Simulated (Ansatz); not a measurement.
## A hypothetical structure for LiV2

This structure for LiV2 is made up. Its elements were placed in a known structure type with a cell scaled to their sizes. What cell does the guess relax to, and how far off was it?

Program: Ansatz 0.2.0. Level of theory: DFT, PBE, plane-wave PAW, files of the set soft_1, scalar-relativistic, ferromagnetic start, cell and ions relaxed at zero pressure; PAW set soft_1, in the first sound run; inputs show where later runs differ. Results are calculated unless marked as measured.

### 1. Set-up

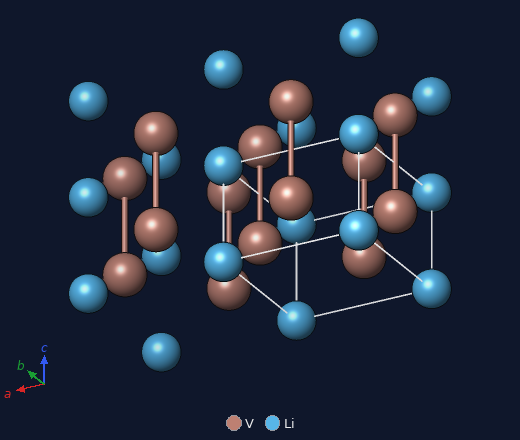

Start, viewed from a free direction; vanadium pink, lithium blue. 2×1×2 cells are drawn. Some periodic images of atoms are drawn too.

### 2. Relaxation of the guess

The guess takes its coordinates from another compound and its volume from a rule, so the cell and any free coordinates are relaxed together.

input.yaml

```yaml
crystal:
  lattice:
    - [4.197, 0.0, 0.0]
    - [0.0, 4.197, 0.0]
    - [0.0, 0.0, 2.917]
  atoms:
    - { symbol: V, position: [0.0, 0.5, 0.5], spin: 2.0 }
    - { symbol: V, position: [0.5, 0.0, 0.5], spin: 2.0 }
    - { symbol: Li, position: [0.0, 0.0, 0.0] }
magnetization:
  spin_polarized: true
kpoints:
  mp_grid: { grid: [6, 6, 9] }
scf:
  occupations: { method: fermi_dirac, width: 0.05 }
hamiltonian:
  xc: pbe
  pseudopotentials: { kind: paw, azcp: { folder: soft_1 } }
relax:
  f_tol: 0.015
  max_steps: 70
  cell: {}
output:
  forces: true
  stress: true
```

On the command line:

```bash
> ansatz run input.yaml --threads 4 --pin off --max-ram 8192MiB --backend cpu --events-out ev --progress --plain --runs-dir out
```

Numbers of over 12 decimals in the logs are rounded to 6 here.

What it wrote:

```text
Engine: ansatz 0.2.0, x86_64-unknown-linux-gnu
Pseudopotentials: kind: paw
Pseudopotential: V, paw, valence charge 13, recommended cutoff 420 eV (normal), soft_1/V.paw.azcp
Pseudopotential: Li, paw, valence charge 3, recommended cutoff 420 eV (normal), soft_1/Li.paw.azcp
Functional definition: PBE
  parameter kappa = 0.804
  parameter beta = 0.066725
  exchange = pbe_x(kappa = kappa, mu = beta*pi^2/3)
  correlation = pbe_c(beta = beta)
Crystal: 3 atoms, lattice volume = 51.382 Å³
Basis set: ecut = 420 eV, 989 PW (Γ), exchange–correlation on 60×60×40 points (8 copies of the dense FFT grid, shifted against one another)
Bands: 21, of which v1, the nominal top of the filled ones, is band 15 counted from 1 (14 counted from 0)
Symmetry: 16 space group operations
Space group: P4/mmm (ITA 123), of the structure as read, at distance tolerance 3.7e-5 Å
Magnetic group: BNS 123.339 (UNI 999), of the structure as read, at distance tolerance 3.7e-5 Å
k-points: 50 of 324
Non-local potential: V, projectors of the file, l = 0: 3, l = 1: 2, l = 2: 3, l = 3: 1
Non-local potential: Li, projectors of the file, l = 0: 3, l = 1: 2, l = 2: 1
PAW form: soft (Blöchl's): semilocal exchange-correlation on the pseudo side does not see the compensation charge
PAW one-centre angular grid: V, 590 points (default); XC on 64 Gauss nodes
PAW one-centre angular grid: Li, 110 points (default); XC on 96 Gauss nodes
Initial density: superposition of atomic densities (chi_scale 0.1, normalization cell, long waves kept (reshape's long-wave potential 0.00 eV rms))
Starting moments: Σ|m| = 4 μB on 2 of 3 sites
Initial wavefunctions: pseudopotential atomic-orbital guess
Functional: x = pbe(κ = 0.804, μ = 0.219515), c = pbe(β = 0.066725)
SCF iter   1: F=—  HF=-6026.402547 eV  |F-HF|=—  |Δ(HF+E_count)|=         —  Δρ=5.65e-2 (↑5.65e-2 ↓2.20e-2)  dr2=3.87e0  dr2_m=3.43e-1  M=3.334 μB ∫|m|=3.347 μB  β_m=0.30  ethr=3.10e-3  ⟨swp⟩=3.4  Hψ=7515  notcnv=0
Mixer restart at iter 1: flushing history
preconditioner: auto → Kerker (q_TF=auto, 2.480 Å⁻¹)  [metal: Δε(μ)=0.015 eV  Ē_g=3.192 eV  σ=0.050 eV  W_gap=0.07  n_scr=10 (ndim 8)  ℏωp=17.2 eV  f_vac=0.000  D(μ)=3.93/eV (n_scr^D=46)]
spin=Collinear: Kerker preconditioning applied to the charge; magnetization (m = ρ↑ − ρ↓) channel mixes plain (no charge-response kernel on spin).
SCF iter   2: F=—  HF=-6025.385732 eV  |F-HF|=—  |Δ(HF+E_count)|=    1.02e0  Δρ=2.93e-2 (↑2.93e-2 ↓1.77e-2)  dr2=1.36e0  dr2_m=1.37e-1  M=3.314 μB ∫|m|=3.331 μB  β_m=0.45  ethr=3.10e-3  ⟨swp⟩=2.6  Hψ=4298  notcnv=0  defer=57
SCF iter   3: F=—  HF=-6025.258654 eV  |F-HF|=—  |Δ(HF+E_count)|=   1.27e-1  Δρ=1.34e-2 (↑1.03e-2 ↓1.34e-2)  dr2=3.09e-1  dr2_m=3.48e-2  M=3.157 μB ∫|m|=3.183 μB  β_m=0.73  ethr=3.10e-3  ⟨swp⟩=2.0  Hψ=3229  notcnv=0  defer=57
SCF iter   4: F=—  HF=-6025.398893 eV  |F-HF|=—  |Δ(HF+E_count)|=   1.40e-1  Δρ=6.52e-3 (↑6.43e-3 ↓6.52e-3)  dr2=1.17e-2  dr2_m=1.71e-2  M=2.762 μB ∫|m|=2.787 μB  β_m=0.86  ethr=1.06e-3  ⟨swp⟩=2.0  Hψ=3920  notcnv=0  defer=42
SCF iter   5: F=—  HF=-6025.940506 eV  |F-HF|=—  |Δ(HF+E_count)|=         —  Δρ=5.33e-2 (↑5.33e-2 ↓4.79e-2)  dr2=4.75e-2  dr2_m=1.19e0  M=0.533 μB ∫|m|=0.685 μB  β_m=1.00  ethr=4.03e-5  ⟨swp⟩=2.5  Hψ=3746  notcnv=0  defer=40
Mixer restart at iter 5: flushing history
SCF iter   6: F=—  HF=-6025.664308 eV  |F-HF|=—  |Δ(HF+E_count)|=   2.76e-1  Δρ=1.09e-2 (↑6.75e-3 ↓1.09e-2)  dr2=1.26e-2  dr2_m=3.52e-2  M=0.259 μB ∫|m|=0.340 μB  β_m=0.86  ethr=1.72e-4  ⟨swp⟩=2.3  Hψ=3942  notcnv=0  defer=38
SCF iter   7: F=—  HF=-6025.668251 eV  |F-HF|=—  |Δ(HF+E_count)|=   3.94e-3  Δρ=7.02e-3 (↑7.02e-3 ↓3.76e-3)  dr2=8.92e-3  dr2_m=1.26e-2  M=0.134 μB ∫|m|=0.183 μB  β_m=0.93  ethr=4.34e-5  ⟨swp⟩=2.2  Hψ=4499  notcnv=0  defer=9
SCF iter   8: F=—  HF=-6025.669774 eV  |F-HF|=—  |Δ(HF+E_count)|=   1.52e-3  Δρ=4.45e-3 (↑1.30e-3 ↓4.45e-3)  dr2=7.37e-3  dr2_m=3.08e-3  M=0.069 μB ∫|m|=0.096 μB  β_m=0.97  ethr=3.08e-5  ⟨swp⟩=2.1  Hψ=4211  notcnv=0  defer=9
SCF iter   9: F=—  HF=-6025.669624 eV  |F-HF|=—  |Δ(HF+E_count)|=   1.50e-4  Δρ=4.58e-4 (↑4.58e-4 ↓2.23e-4)  dr2=6.94e-5  dr2_m=4.06e-5  M=-0.001 μB ∫|m|=0.003 μB  β_m=0.98  ethr=2.54e-5  ⟨swp⟩=2.5  Hψ=3872  notcnv=0  defer=6
SCF iter  10: F=—  HF=-6025.669620 eV  |F-HF|=—  |Δ(HF+E_count)|=   4.21e-6  Δρ=2.22e-4 (↑2.22e-4 ↓1.31e-4)  dr2=6.59e-6  dr2_m=1.39e-5  M=0.005 μB ∫|m|=0.006 μB  β_m=0.99  ethr=2.39e-7  ⟨swp⟩=2.4  Hψ=3367  notcnv=0  defer=6
SCF iter  11: F=—  HF=-6025.669625 eV  |F-HF|=—  |Δ(HF+E_count)|=   5.02e-6  Δρ=5.36e-5 (↑5.36e-5 ↓2.07e-5)  dr2=1.21e-6  dr2_m=4.94e-7  M=0.001 μB ∫|m|=0.001 μB  β_m=1.00  ethr=2.27e-8  ⟨swp⟩=2.0  Hψ=3258  notcnv=0  defer=6
SCF iter  12: F=—  HF=-6025.669625 eV  |F-HF|=—  |Δ(HF+E_count)|=   8.88e-8  Δρ=1.24e-5 (↑1.04e-5 ↓1.24e-5)  dr2=5.55e-9  dr2_m=5.94e-8  M=0.000 μB ∫|m|=0.000 μB  β_m=1.00  ethr=4.17e-9  ⟨swp⟩=3.0  Hψ=3814  notcnv=0  defer=6
SCF iter  13: F=—  HF=-6025.669625 eV  |F-HF|=—  |Δ(HF+E_count)|=   1.82e-8  Δρ=2.05e-6 (↑2.05e-6 ↓1.34e-6)  dr2=1.03e-9  dr2_m=1.15e-9  M=0.000 μB ∫|m|=0.000 μB  β_m=1.00  ethr=1.91e-11  ⟨swp⟩=2.1  Hψ=3652  notcnv=0  defer=6
SCF iter  14: F=—  HF=-6025.669625 eV  |F-HF|=—  |Δ(HF+E_count)|=  8.53e-10  Δρ=5.61e-7 (↑5.61e-7 ↓2.44e-7)  dr2=1.67e-10  dr2_m=5.35e-11  M=0.000 μB ∫|m|=0.000 μB  β_m=1.00  ethr=3.56e-12  ⟨swp⟩=2.1  Hψ=3018  notcnv=0  defer=6
SCF iter  15: F=-6025.669625 eV  HF=-6025.669625 eV  |F-HF|=5.46e-12  |Δ(HF+E_count)|=  3.64e-11  Δρ=7.83e-8 (↑7.83e-8 ↓6.24e-8)  dr2=5.35e-12  dr2_m=2.62e-13  M=-0.000 μB ∫|m|=0.000 μB  ethr=1.00e-12  ⟨swp⟩=1.0  Hψ=5172  notcnv=0
WARN: the starting moments were not kept: the SCF closed with an absolute magnetisation of 1.5e-6 μB, where they sum to 4 μB in size (2 sites). That is at most 0.1 of that sum. Measured as dr2_m measures the in/out step, that magnetisation stands 3.7e-13 eV from none, at or under the dr2_threshold of 1.0e-7 eV: it is no larger than a step whose dr2_m would equal this threshold. The system may hold no moment; this SCF [...]
SCF 1 converged in 15 iterations: F = -6025.669625 eV  dr2 = 5.35e-12
  greatest PAW one-centre occupation: 1.000 electrons in one spin orbital (limit 2), on the Li atom at site 2 (counted from 0), in its partial waves of l = 0
relax step   1: F+E_penalty+E_count = -6025.66962485 eV  Δ(F+E_penalty+E_count) = +0.000e0 eV  max|allowed force component| = 3.182e-29 eV/Å  Δτ_max = 0.0000 Å  P = -11.728 GPa  Ω = 51.382 Å³  (15 SCF iters, dr2 threshold 1.00e-7 eV, accepted)
Crystal: 3 atoms, lattice volume = 44.676 Å³
[...]
SCF iter   8: F=-6026.056078 eV  HF=-6026.056078 eV  |F-HF|=5.55e-9  |Δ(HF+E_count)|=   3.69e-8  Δρ=2.93e-6 (↑2.93e-6 ↓2.28e-6)  dr2=1.11e-8  dr2_m=1.37e-10  M=-0.000 μB ∫|m|=0.000 μB  β_m=0.98  ethr=9.35e-10  ⟨swp⟩=2.0  Hψ=6100  notcnv=0
SCF iter   9: F=-6026.056078 eV  HF=-6026.056078 eV  |F-HF|=2.18e-11  |Δ(HF+E_count)|=   1.43e-9  Δρ=6.43e-7 (↑5.26e-7 ↓6.43e-7)  dr2=3.98e-10  dr2_m=9.60e-12  M=-0.000 μB ∫|m|=0.000 μB  ethr=3.84e-11  ⟨swp⟩=1.0  Hψ=5849  notcnv=0
the starting moments were not kept: the SCF closed with an absolute magnetisation of 5.0e-6 μB, where they sum to 4 μB in size (2 sites). That is at most 0.1 of that sum. Measured as dr2_m measures the in/out step, that magnetisation stands 5.6e-12 eV from none, at or under the dr2_threshold of 3.0e-7 eV: it is no larger than a step whose dr2_m would equal this threshold.
SCF 3 converged in 9 iterations: F = -6026.056078 eV  dr2 = 3.98e-10
  greatest PAW one-centre occupation: 1.001 electrons in one spin orbital (limit 2), on the Li atom at site 2 (counted from 0), in its partial waves of l = 0
relax step   3: F+E_penalty+E_count = -6026.05607769 eV  Δ(F+E_penalty+E_count) = -2.928e-2 eV  max|allowed force component| = 3.155e-29 eV/Å  Δτ_max = 0.0000 Å  P = +1.691 GPa  Ω = 41.642 Å³  energy of the carried Pulay correction = +3.024e-3 eV  (9 SCF iters, dr2 threshold 3.00e-7 eV, accepted)
[...]
relax step   4: F+E_penalty+E_count = -6026.05998276 eV  Δ(F+E_penalty+E_count) = -3.905e-3 eV  max|allowed force component| = 7.599e-29 eV/Å  Δτ_max = 0.0000 Å  P = -0.001 GPa  Ω = 42.425 Å³  energy of the carried Pulay correction = +2.757e-3 eV  (9 SCF iters, dr2 threshold 3.00e-7 eV, accepted)
Basis set: ecut = 420 eV, 825 PW (Γ), exchange–correlation on 54×54×40 points (8 copies of the dense FFT grid, shifted against one another)
Initial wavefunctions: pseudopotential atomic-orbital guess (no wavefunctions were taken with the density)
iter 1 solved again at ethr=5.86e-8 eV; its pass at ethr=3.10e-3 eV (dr2=1.70e-5 eV) is discarded
SCF iter   1: F=—  HF=-6026.057421 eV  |F-HF|=—  |Δ(HF+E_count)|=         —  Δρ=1.34e-4 (↑1.34e-4 ↓1.33e-4)  dr2=1.54e-5  dr2_m=6.77e-11  M=0.000 μB ∫|m|=0.000 μB  β_m=0.65  ethr=5.86e-8  ⟨swp⟩=3.1  Hψ=13210  notcnv=0
preconditioner: auto → none  [metal: Δε(μ)=0.033 eV  Ē_g=3.008 eV  σ=0.050 eV  W_gap=0.16  n_scr=4 (ndim 8)  ℏωp=18.9 eV  f_vac=0.000  D(μ)=1.66/eV (n_scr^D=10)]
SCF iter   2: F=—  HF=-6026.057413 eV  |F-HF|=—  |Δ(HF+E_count)|=   8.53e-6  Δρ=5.98e-5 (↑5.95e-5 ↓5.98e-5)  dr2=4.14e-6  dr2_m=2.33e-11  M=0.000 μB ∫|m|=0.000 μB  β_m=0.46  ethr=5.33e-8  ⟨swp⟩=2.0  Hψ=2668  notcnv=0
SCF iter   3: F=—  HF=-6026.057431 eV  |F-HF|=—  |Δ(HF+E_count)|=   1.85e-5  Δρ=2.90e-5 (↑2.90e-5 ↓2.89e-5)  dr2=2.97e-7  dr2_m=1.36e-11  M=0.000 μB ∫|m|=0.000 μB  β_m=0.51  ethr=1.43e-8  ⟨swp⟩=2.0  Hψ=3580  notcnv=0
SCF iter   4: F=—  HF=-6026.057438 eV  |F-HF|=—  |Δ(HF+E_count)|=   6.12e-6  Δρ=1.43e-5 (↑1.42e-5 ↓1.43e-5)  dr2=2.41e-7  dr2_m=5.04e-12  M=0.000 μB ∫|m|=0.000 μB  β_m=0.75  ethr=1.03e-9  ⟨swp⟩=2.7  Hψ=3244  notcnv=0
SCF iter   5: F=—  HF=-6026.057443 eV  |F-HF|=—  |Δ(HF+E_count)|=   5.32e-6  Δρ=8.54e-6 (↑8.48e-6 ↓8.54e-6)  dr2=1.62e-7  dr2_m=8.07e-13  M=0.000 μB ∫|m|=0.000 μB  β_m=0.67  ethr=8.32e-10  ⟨swp⟩=2.0  Hψ=3302  notcnv=0
SCF iter   6: F=—  HF=-6026.057444 eV  |F-HF|=—  |Δ(HF+E_count)|=   1.31e-6  Δρ=3.04e-6 (↑3.03e-6 ↓3.04e-6)  dr2=1.86e-8  dr2_m=7.34e-14  M=0.000 μB ∫|m|=0.000 μB  β_m=0.77  ethr=5.57e-10  ⟨swp⟩=2.2  Hψ=3221  notcnv=0
SCF iter   7: F=—  HF=-6026.057444 eV  |F-HF|=—  |Δ(HF+E_count)|=   1.73e-7  Δρ=3.61e-7 (↑3.60e-7 ↓3.61e-7)  dr2=2.65e-10  dr2_m=3.28e-16  M=-0.000 μB ∫|m|=0.000 μB  β_m=0.81  ethr=6.42e-11  ⟨swp⟩=2.1  Hψ=3355  notcnv=0
SCF iter   8: F=—  HF=-6026.057444 eV  |F-HF|=—  |Δ(HF+E_count)|=  6.58e-10  Δρ=3.79e-8 (↑3.71e-8 ↓3.79e-8)  dr2=1.51e-12  dr2_m=3.35e-16  M=-0.000 μB ∫|m|=0.000 μB  β_m=0.79  ethr=1.00e-12  ⟨swp⟩=2.0  Hψ=3368  notcnv=0
SCF iter   9: F=-6026.057444 eV  HF=-6026.057444 eV  |F-HF|=3.64e-12  |Δ(HF+E_count)|=  1.82e-12  Δρ=2.66e-8 (↑2.60e-8 ↓2.66e-8)  dr2=1.27e-12  dr2_m=6.79e-17  M=-0.000 μB ∫|m|=0.000 μB  ethr=1.00e-12  ⟨swp⟩=3.0  Hψ=6476  notcnv=0
the starting moments were not kept: the SCF closed with an absolute magnetisation of 1.5e-8 μB, where they sum to 4 μB in size (2 sites). That is at most 0.1 of that sum. Measured as dr2_m measures the in/out step, that magnetisation stands 5.5e-17 eV from none, at or under the dr2_threshold of 3.0e-11 eV: it is no larger than a step whose dr2_m would equal this threshold.
SCF 5 converged in 9 iterations: F = -6026.057444 eV  dr2 = 1.27e-12
relax step   5: F+E_penalty+E_count = -6026.05744438 eV  Δ(F+E_penalty+E_count) = +2.538e-3 eV  max|allowed force component| = 7.626e-29 eV/Å  Δτ_max = 0.0000 Å  P = -0.010 GPa  Ω = 42.425 Å³  stress off target by 4.79e-2 GPa  SCF on the basis re-selected at this cell (its energy is not comparable with the rows above)  (9 SCF iters)
basis re-selected at this cell: Δ(F+E_penalty+E_count) = +2.538e-3 eV, ΔP = -0.010 GPa vs the last step (what re-selecting the basis moved, of the pressure what is left beyond the Pulay correction that the steps carried, after the strain that the cell walked since its last selection, with what the two solves' SCF thresholds leave and, on support functions, any second-order correction that the steps lacked; it is no measure of the basis error at this ecutwfc). The dense FFT grid was sized anew with the basis: this SCF ran on 27×27×20 points, the steps before it on 30×30×20, so part of this shift can come from that change (see relax.cell in the input reference). [rest of the remark cut]
SCF converged after 9 iterations
Magnetization: -0.0000 μB (14.5000 up, 14.5000 down)
Absolute magnetization: 0.0000 μB (∫|ρ↑−ρ↓|, with the PAW one-centre terms)
Spin contamination: 0.0000 ħ² per cell (⟨S²⟩ above its minimum at these occupations)
Per-site moments (μB) at R_I (Å): [(-4.441931460434108e-9, 0.989217), (-4.4419315407111595e-9, 0.989217), (8.39971556729603e-10, 0.989217)]
Free energy (F): -6026.057444 eV
Harris-Foulkes:  -6026.057444 eV  (|F-HF|=3.64e-12)
Internal energy: -6026.042137 eV  (E = F + TS)
E sigma→0 (E₀):  -6026.049791 eV
Entropy (-TS):   -0.015307 eV (-5.102 meV/atom)
Fermi energy:    11.013356 eV
--- Per-component energies (eV) ---
  E_band       = -493.170880
  E_kinetic    = 606.137665
  E_local      = -2616.983562  (includes V_loc(G=0)·N_el)
  E_nonlocal   = 146.672531
  E_hartree    = 1055.983551
  E_xc         = -236.555894
  E_vxc        = -299.241921  (∫ρ·V_xc dr)
  E_paw        = -2275.282977  (= ΣΔE_a)
  E_vpaw       = -441.725263  (= ΣTr[D̂ρ^β])
  E_aug_tail   = 0.002508  (compensation charges beyond the density's cutoff)
  E_ewald      = -2706.015960
  E_smearing   = -0.015307  (= −TS)
  E_closure    = 0.000000  (closes the sum)
  Σ components = -6026.057444   (vs F -6026.057444, Δ=0.00e0)
--- Forces (eV/Å), atoms counted from 1 ---
  atom   1  V     -0.00000000     0.00000000     0.00000000
  atom   2  V     -0.00000000    -0.00000000    -0.00000000
  atom   3  Li     0.00000000     0.00000000     0.00000000
  max |Σ_I F_I| component: 1.42e-28 eV/Å
--- Stress (GPa, compression-positive) ---
        0.008316      -0.000000       0.000000
       -0.000000       0.008316      -0.000000
        0.000000      -0.000000      -0.047909
  P = ⅓ Tr σ = -0.0104 GPa (-0.104 kbar)
--- Relaxed structure (4 steps of the walk, 4 accepted, 1 SCFs on fresh bases) ---
  F+E_penalty+E_count = -6026.05744438 eV   max|allowed force component| = 7.626e-29 eV/Å   (the final SCF, on the basis selected at the relaxed cell)
  cell:  # Å, volume = 42.4253 Å³
    - [3.964858, 0, 0.0]
    - [0, 3.964858, 0.0]
    - [0.0, 0.0, 2.698794]
  atoms:
    - { symbol: V, position: [0, 0.500000, 0.5] }
    - { symbol: V, position: [0.500000, 0, 0.5] }
    - { symbol: Li, position: [0, 0, 0.0] }
```

It took 14 s on 4 threads of Intel Xeon at 2.70GHz, shared host; peak memory 0.44 GiB.

The steps of the relaxation:

```tsv
step	energy less that of the first step (eV)	largest force component (eV/Å)	pressure (GPa)	volume (Å³)
1	0.0000	0.0000	-11.73	51.38
2	-0.3572	0.0000	-4.20	44.68
3	-0.3865	0.0000	1.69	41.64
4	-0.3904	0.0000	0.00	42.43
5*	-0.3878	0.0000	-0.01	42.43
```

Relaxation steps marked * repeat the geometry before them on a plane-wave basis chosen anew for their cell, so energy and pressure can jump there.

Forces are held to the 16 operations that the run works with; a distortion that breaks them can't arise in this run.

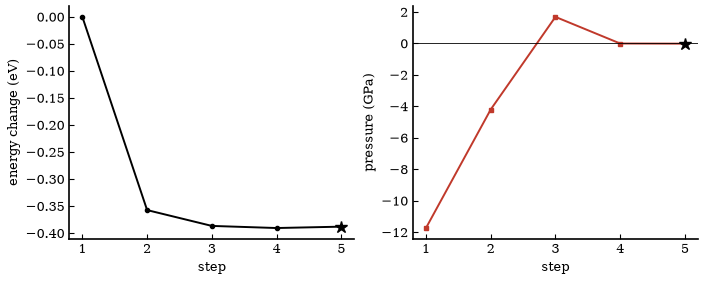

Energy and pressure along the relaxation. Stars mark steps on a basis chosen anew.

```tsv
conventional cell, symmetrised	before	after	change
a (Å)	4.197	3.965	-5.5 %
b (Å)	4.197	3.965	-5.5 %
c (Å)	2.917	2.699	-7.5 %
volume (Å³/atom)	17.13	14.14	-17.4 %
```

Final coordinates:

```
V Li
1.0
     3.96486    0.00000    0.00000
     0.00000    3.96486    0.00000
     0.00000    0.00000    2.69879
V Li
2 1
Direct
  0.00000 0.50000 0.50000
  0.50000 0.00000 0.50000
  0.00000 0.00000 0.00000
```

Numbers from this step:

| Item | Value |
| --- | --- |
| free energy | -6026.0574 eV |
| energy at zero smearing | -6026.0498 eV |
| smearing term TS | 0.01531 eV |
| Fermi energy | 11.01 eV |
| electrons | 29 |
| symmetry operations | 16 |
| pressure | -0.01043 GPa |

The shortest distance of each pair, which need not be the same contact before and after:

```tsv
pair	guess (Å)	relaxed (Å)
Li–V	2.556	2.398
V–V	2.917	2.699
Li–Li	2.917	2.699
```

The relaxation ends with a pressure of -0.01 GPa. No moment survives the cycle: this start ends non-magnetic.

(Continued in part 2 of 2.)

[Logs are printed without paths, hosts, clocks, repeated set-up lines and the standing remarks that a program may print on its own settings, such as how far it seeks lower states.]

[Hosts, paths, dates, database ids (printed as entryN), source tags and the programs' standing remarks are cut or masked in the printed files.]
